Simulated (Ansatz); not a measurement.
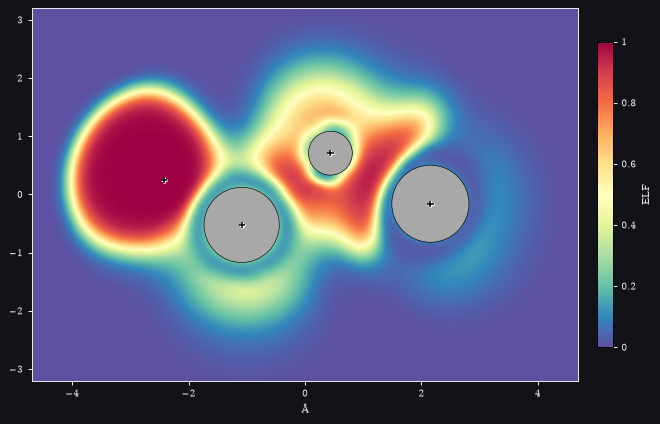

The electron localisation function on a plane through atoms (crosses mark nuclei in the plane; grey discs cover the cores).

Computed with Ansatz 0.2.0, RKS PBE0-D4/def2-TZVPP.

Candidates:
A. C4H2F2Zr (SMILES C#[C][Zr]([F])([F])[C]#C)
B. CH5AlCl3N (SMILES C[NH2+][Al-]([Cl])([Cl])[Cl])
C. CH6AlFGe (SMILES [F][AlH][CH2][GeH3])

### Which candidate gave the map?

Candidate C: CH6AlFGe on the plane of atoms C3, Ge4 and H10, which holds Al, C, Ge and H. C–Al (1.93 Å): the ELF peaks at about 0.95 between the atoms; a polar covalent bond. C–Ge (1.96 Å): the ELF peaks at about 0.90 between the atoms: localised, covalent bonding.
